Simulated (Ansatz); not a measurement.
# C3H7F (2-fluoropropane): SVWN5/cc-pVDZ

What is the vertical ionisation energy of C3H7F (2-fluoropropane) at SVWN5/cc-pVDZ? 

The results are computed with Ansatz 0.2.0.

55 further runs of the same task are left out: 55 set aside as unsound or not needed.

## 1. The structure to begin with

C3H7F: 11 atoms, total charge 0, spin state singlet. SMILES: `CC(C)F`. The shape is that of a PBE0-D4/def2-TZVP optimisation.

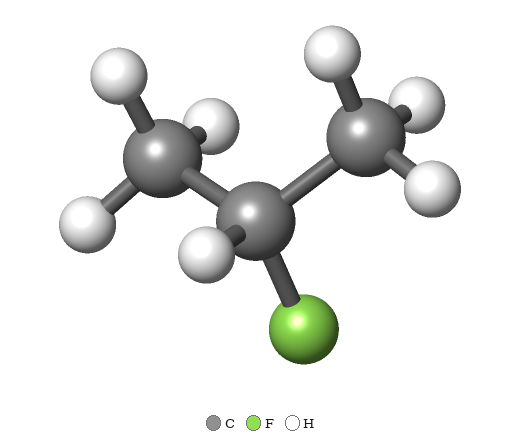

The structure, seen from a chosen angle (carbon grey, fluorine green, hydrogen white).

## 2. A single-point energy at SVWN5/cc-pVDZ

run.yaml reads:

```yaml
crystal:
  periodic: [false, false, false]
  atoms:
    - {symbol: C, position_ang: [-0.234500, 1.045100, -0.703000]}
    - {symbol: C, position_ang: [-0.479600, -0.306600, -0.081300]}
    - {symbol: C, position_ang: [0.626400, -0.766200, 0.834700]}
    - {symbol: F, position_ang: [-0.614100, -1.242400, -1.108400]}
    - {symbol: H, position_ang: [-1.041900, 1.303400, -1.390000]}
    - {symbol: H, position_ang: [-0.180600, 1.814100, 0.071000]}
    - {symbol: H, position_ang: [0.707700, 1.043900, -1.256000]}
    - {symbol: H, position_ang: [-1.436600, -0.307200, 0.453700]}
    - {symbol: H, position_ang: [1.578500, -0.788700, 0.299400]}
    - {symbol: H, position_ang: [0.417300, -1.766700, 1.216600]}
    - {symbol: H, position_ang: [0.722800, -0.085600, 1.683800]}
basis:
  gaussian:
    orbitals: cc-pVDZ
hamiltonian:
  xc: {name: SVWN5}
accuracy: high
output:
  orbitals: {seedname: orbitals}
```

The run is started by

```
ansatz run run.yaml --threads 1 --pin off --max-ram 3480MiB --events-out events.jsonl --progress --plain --runs-dir runs
```

The program printed:

```text
Warning: RAYON_NUM_THREADS=1 ignored (pool sized by the plan → 1); use --threads N
Functional definition: SVWN5
  name "SVWN5"
  exchange = slater_x
  correlation = vwn5_c
2224 factors; integrals over basis functions are off by at most 3.6e-9 eV
mean field evaluation 1: about -5883.7235 eV, gradient 6.5e1 eV
mean field evaluation 2: about -5872.1772 eV, gradient 9.0e1 eV
mean field evaluation 4: about -5894.0983 eV, gradient 6.7e0 eV
mean field evaluation 8: about -5894.1572 eV, gradient 9.3e-2 eV
mean field evaluation 16: about -5894.1572 eV, gradient 1.8e-6 eV
mean field -5894.15717776 eV, -216.6062810793 hartree, gradient 6.0e-8 eV, S^2 0.000000; 0 other end points of the search recorded, 0 dependent functions left out
reference -5894.15718094 eV, -216.6062811963 hartree; 17, 17 occupied and 74, 74 virtual orbitals, 2224 factors
Total energy: -5894.15718094 eV, -216.6062811963 hartree
```

Wall time 4.8 s (1 thread of Arm Neoverse V1, shared host); peak memory 0.26 GiB.

## 3. The doublet cation, same level

Changes to run.yaml since step 2:

```diff
@@ -15,8 +15,7 @@
 basis:
-  gaussian:
-    orbitals: cc-pVDZ
-hamiltonian:
-  xc: {name: SVWN5}
+  gaussian: {orbitals: cc-pVDZ}
+total_charge: 1
+magnetization: {spin_polarized: true, initial_magnetization: 1}
+hamiltonian: {xc: {name: SVWN5}}
 accuracy: high
-output:
-  orbitals: {seedname: orbitals}
+output: {orbitals: {seedname: orbitals}}
```

The run is started by

```
ansatz run run.yaml --threads 1 --pin off --max-ram 3480MiB --events-out events.jsonl --progress --plain --runs-dir runs
```

The program printed:

```text
Warning: RAYON_NUM_THREADS=1 ignored (pool sized by the plan → 1); use --threads N
[... 4 set-up lines as earlier in the session ...]
2224 factors; integrals over basis functions are off by at most 3.6e-9 eV
mean field evaluation 1: about -5868.8916 eV, gradient 5.5e1 eV
mean field evaluation 2: about -5855.0369 eV, gradient 7.2e1 eV
mean field evaluation 4: about -5882.0260 eV, gradient 1.7e1 eV
mean field evaluation 8: about -5883.1825 eV, gradient 5.1e-1 eV
mean field evaluation 16: about -5883.1843 eV, gradient 1.5e-3 eV
mean field evaluation 32: about -5881.0900 eV, gradient 9.1e0 eV
mean field evaluation 64: about -5883.0080 eV, gradient 1.6e0 eV
mean field -5883.18434324 eV, -216.2030368485 hartree, gradient 4.7e-8 eV, S^2 0.750724; 8 other end points of the search recorded, 0 dependent functions left out
reference -5883.18434615 eV, -216.2030369553 hartree; 17, 16 occupied and 74, 75 virtual orbitals, 2224 factors
Total energy: -5883.18434615 eV, -216.2030369553 hartree
```

It took 14 s on 1 thread of Arm Neoverse V1, shared host; peak memory 0.32 GiB.

## 4. Results

At SVWN5/cc-pVDZ:

| quantity | value |
| --- | --- |
| singlet C3H7F: total energy | -216.60628 Eh |
| singlet C3H7F: HOMO energy | -7.25 eV |
| singlet C3H7F: LUMO energy | 0.92 eV |
| singlet C3H7F: HOMO–LUMO gap | 8.17 eV |
| doublet cation: total energy | -216.20304 Eh |
| doublet cation: HOMO energy (highest over α and β) | -14.62 eV |
| doublet cation: LUMO energy (lowest over α and β) | -14.56 eV |
| doublet cation: ⟨S²⟩ | 0.751 |
| vertical ionisation energy (to the doublet cation) | 10.973 eV |

In words: The vertical ionisation energy comes to 10.97 eV (1059 kJ/mol). The negative HOMO energy of the first species, 7.25 eV, lies 3.73 eV below that difference.
